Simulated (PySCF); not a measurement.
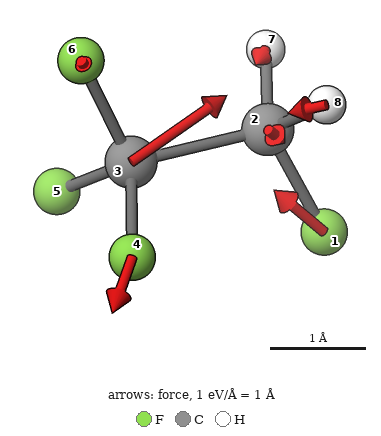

Starting geometry of C2H2F4 with the computed forces as red arrows. Style: ball-and-stick. Shown at a tilt.

The start comes from GFN2-xTB. Its atoms were then displaced at random by about 0.01 Å.

Level of theory: PBE0-D3(BJ)/def2-TZVP geometry optimisation, gas phase in PySCF 2.14.0, density-fitted response routines. 

What follows when this structure is relaxed?

It isn't relaxed: the largest force vector, on C3, is 1.30 eV/Å. The final displacements follow the starting forces only in part (cosine between the two patterns 0.63). The largest move after the best rigid fit is that of F1, 0.037 Å. By element the largest moves are F 0.037 Å, C 0.032 Å, H 0.029 Å. Among the contacts that change: C2–C3 1.545 → 1.514 Å, F1–C2 1.387 → 1.364 Å, C3–F4 1.314 → 1.332 Å, C2–H7 1.100 → 1.092 Å. The energy falls by 4.43 kJ/mol in 9 geometry steps. Cost: 76 s on 1 thread of Intel(R) Xeon(R) 6975P-C (shared host).
